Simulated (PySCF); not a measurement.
**C7H9NO2: density, localisation and related maps**

The calculation's input:

```
{"job": {"xc": "PBE0", "basis": "pcSseg-1", "kind": "nmr", "pop": true}, "charge": 0, "multiplicity": 1}
C     -2.765412    -0.592944    -0.368798
C     -1.958528     0.702668    -0.444056
N     -0.605851     0.502314     0.005631
C     -0.184278     0.587875     1.300803
C      1.138306     0.262910     1.359483
C      1.542058    -0.043266     0.034271
C      2.857974    -0.443395    -0.431912
O      3.145526    -0.708636    -1.576745
O      3.774173    -0.498950     0.556717
C      0.425849     0.114348    -0.766512
H     -3.782438    -0.419741    -0.709688
H     -2.796757    -0.960381     0.654158
H     -2.310504    -1.356413    -0.995207
H     -1.931922     1.064382    -1.475458
H     -2.424738     1.468994     0.181639
H     -0.858750     0.882621     2.080941
H      1.765182     0.239973     2.226924
H      4.627038    -0.771113     0.185664
H      0.333267    -0.021996    -1.825318
```

Launched as:

```sh
OMP_NUM_THREADS=1 python ens_run.py task.json out
```

Geometry: GFN2-xTB.

All numbers below come from PBE0/pcSseg-1, SCF density, gas phase, non-relativistic in PySCF 2.14.0.

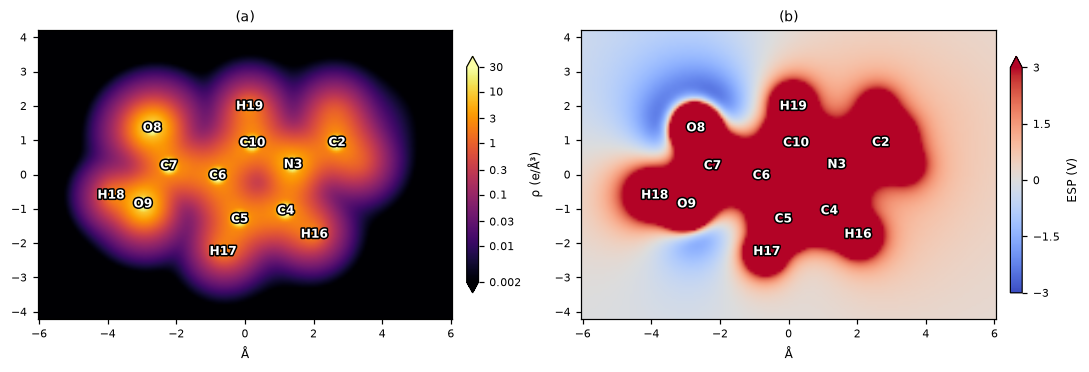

Figure 1. (a) electron density; (b) molecular electrostatic potential on the plane of atoms C4, C5 and C6.

### Describe what can be read from this map.

The plane passes through C, N, O and H nuclei.
C–O (1.21 Å): ρ at the midpoint is about 3.3 e/Å³.
C–N (1.35 Å): ρ at the midpoint is about 2.4 e/Å³.
C–C (1.36 Å): ρ at the midpoint is about 2.2 e/Å³.
O–H (0.97 Å): ρ is about 3.7 e/Å³ halfway.
C–O (1.35 Å): ρ at the midpoint is about 2.4 e/Å³, with its minimum of 2.1 e/Å³ about 0.5 Å from C.
Outside the dense part of the molecule the potential is most negative (−2.4 V) near O8.

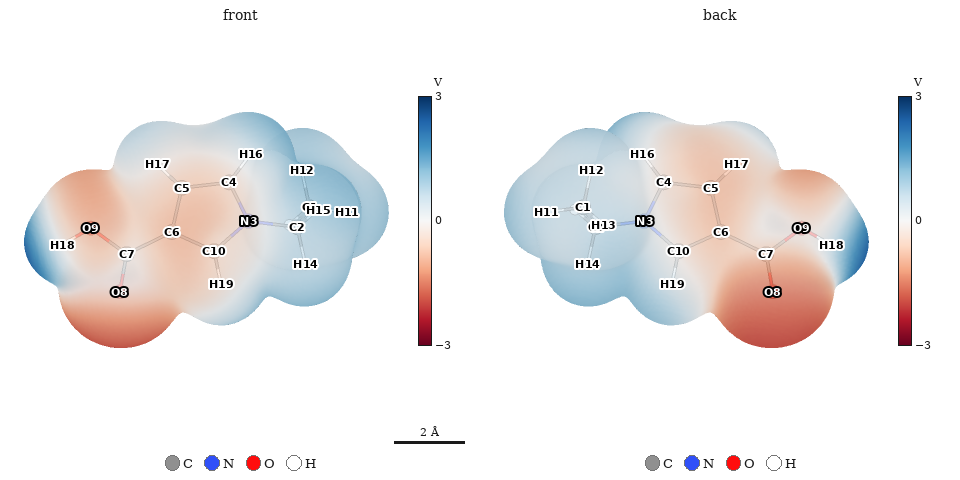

Figure 2. The electrostatic potential painted on the density surface at 0.002 e/bohr³, seen from the front and from behind; red is negative and blue positive.

### Describe the electrostatic potential map.

The most negative region (about −1.9 V, or −44 kcal/mol for a unit charge) lies over O8, the most positive (about +2.2 V, or +51 kcal/mol for a unit charge) over H18. O8 is the likeliest acceptor of a hydrogen bond.
